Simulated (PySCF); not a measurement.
```xyz
23

C    -4.0095   -0.3408   -0.9722
C    -2.8764    0.2972   -0.1782
C    -1.5240   -0.3210   -0.5254
C    -0.3908    0.3049    0.2823
P     1.2545   -0.4296   -0.1845
C     2.2285    0.2357    1.2644
S     3.8703   -0.5375    1.3892
C     4.6144    0.1298   -0.1211
H    -4.9621    0.1145   -0.7120
H    -3.8458   -0.2110   -2.0396
H    -4.0700   -1.4066   -0.7631
H    -3.0663    0.1719    0.8905
H    -2.8465    1.3696   -0.3851
H    -1.3262   -0.1883   -1.5919
H    -1.5557   -1.3962   -0.3296
H    -0.3399    1.3799    0.0789
H    -0.5665    0.1714    1.3541
H     1.0261   -1.6773    0.4088
H     2.3668    1.3147    1.1574
H     1.7235    0.0273    2.2088
H     5.5915   -0.3302   -0.2224
H     3.9847   -0.1277   -0.9696
H     4.7145    1.2082   -0.0296
```

Geometry: GFN2-xTB.

Theory: PBE0/pcSseg-1, SCF density, gas phase, non-relativistic (PySCF).

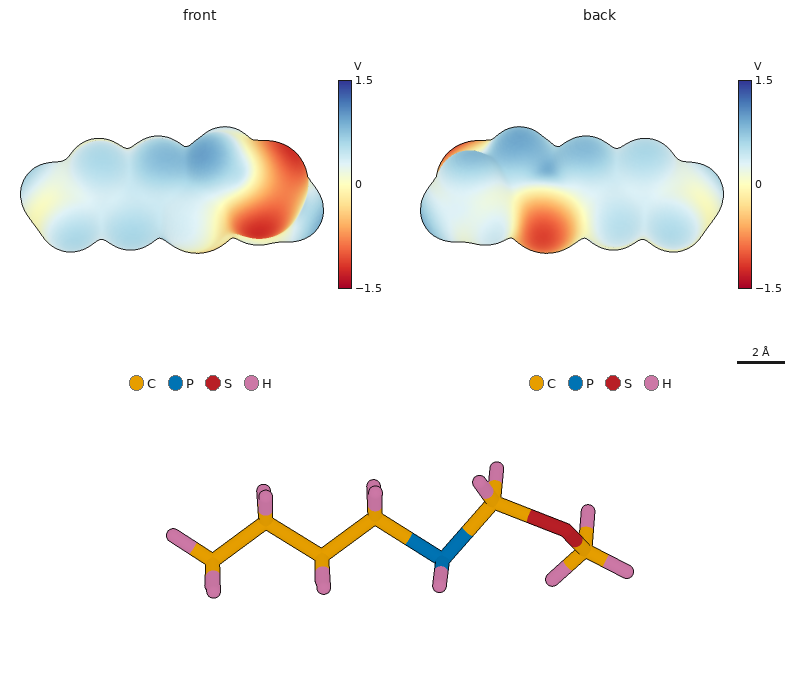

C6H15PS (SMILES CCCCPCSC). The electrostatic potential painted on the density surface at 0.002 e/bohr³, seen from the front and from behind; red is negative and blue positive. The bare structure is drawn below in the same view.

Q: Which sites attract a positive test charge, and which a negative one?

A: A positive charge is drawn to the negative regions and a negative charge to the positive ones. The most negative region (about −1.2 V) lies over S7, the most positive (about +0.9 V) over P5, H19 and H20.

Q: How polar is the molecule by this calculation?

A: Its dipole moment is 1.84 D.
